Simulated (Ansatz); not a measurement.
Consider GeH₆NSi (charge +1).

```xyz
9

Ge    1.5580    0.2520   -1.4128
N    -0.0320   -0.7936   -0.4378
Si    0.5111   -0.0355    1.1124
H     0.6199    1.5314   -1.2798
H     1.8280    0.5509    0.5090
H     0.9315   -1.0654    2.0841
H     0.0566   -1.8117   -0.4987
H    -0.4130    1.0384    1.5226
H    -0.9664   -0.5320   -0.7641
```

Geometry: PBE0-D3(BJ)/def2-SVP.

The calculation used Ansatz, isolated molecule in a Gaussian basis; Kohn-Sham density functional theory, functional PBE0.

Question: What can the converged electron density and electron localisation function tell about the bonding?

Answer: Si–N (1.81 Å): the density is about 0.96 e/Å³ at the midpoint; the ELF peaks at about 0.95 between the atoms: a polar covalent bond.
Ge–N (2.14 Å): ρ is about 0.53 e/Å³ halfway; the ELF peaks at about 0.90 in the valence shell of N, 0.7 Å from its nucleus, and is about 0.45 at the midpoint.
Si–Ge (2.75 Å): ρ at the midpoint is about 0.27 e/Å³; the ELF is about 0.20 at the midpoint.

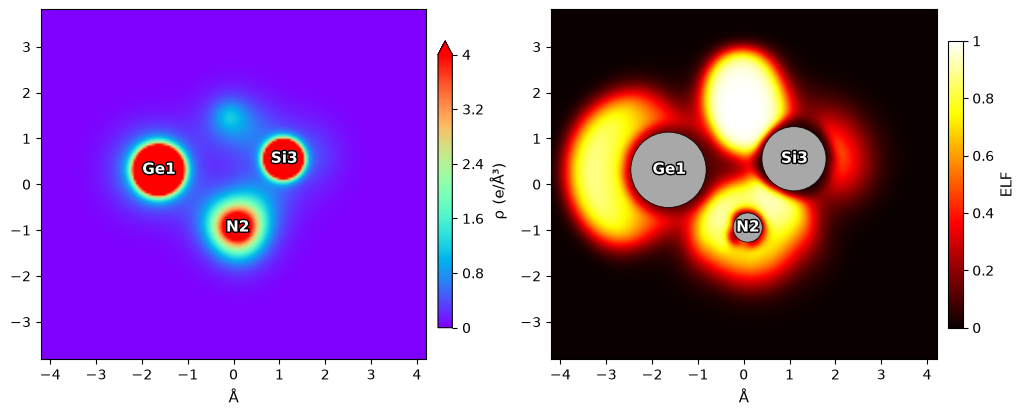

Computed electron density and electron localisation function on the plane of atoms N2, Ge1 and Si3, in this order. Grey discs cover the atomic cores in the ELF map. 
